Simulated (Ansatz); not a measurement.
Consider F₂H₃Si₃ (SMILES F/[SiH]=[SiH]\[SiH+]F) (charge +1).

Input

```
crystal:
  periodic: [false, false, false]
  atoms:
    - symbol: F
      position_ang: [2.530897, -0.009468, 2.039957]
    - symbol: F
      position_ang: [-2.231889, 0.110162, 0.988017]
    - symbol: Si
      position_ang: [2.175706, -0.041907, 0.487531]
    - symbol: Si
      position_ang: [0.528198, -1.429312, -0.215474]
    - symbol: Si
      position_ang: [-0.772136, -0.408132, 1.330482]
    - symbol: H
      position_ang: [3.211825, 0.680433, -0.285463]
    - symbol: H
      position_ang: [0.126895, -0.780383, -1.500029]
    - symbol: H
      position_ang: [-0.542339, -0.378286, 2.792029]
basis:
  gaussian:
    orbitals: def2-TZVPD
output: {forces: true, orbitals: {seedname: orbitals}}
total_charge: 1
hamiltonian:
  xc: pbe0
```

Run with:

```sh
ansatz run input.yaml --threads 1 --pin off --max-ram 2610MiB --events-out events.jsonl --progress --plain --runs-dir runs
```

Geometry: B3LYP/6-31G*.

Theory: isolated molecule in a Gaussian basis; Kohn-Sham density functional theory, functional PBE0 in Ansatz 0.2.0.

What can the converged electron density and electron localisation function tell about the bonding?

Answer. Si–Si (2.26 Å): ρ is about 0.64 e/Å³ halfway; the ELF peaks at about 0.95 between the atoms; a shared electron pair.

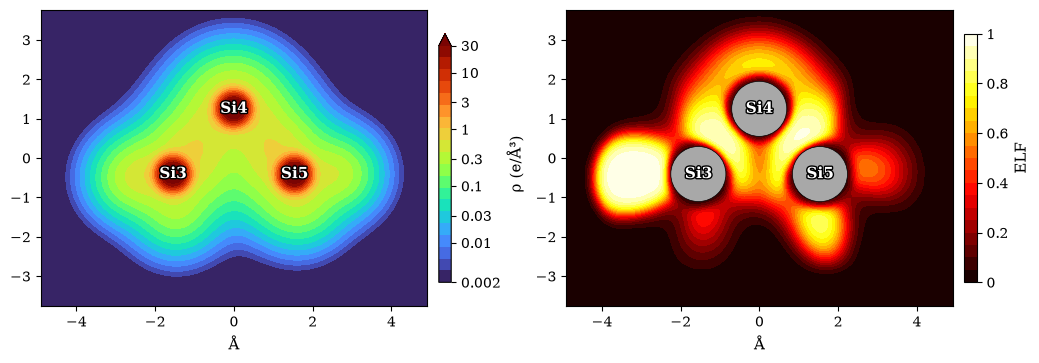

Computed electron density and electron localisation function on the plane of atoms Si3, Si4 and Si5, in this order. Grey discs cover the atomic cores in the ELF map. 
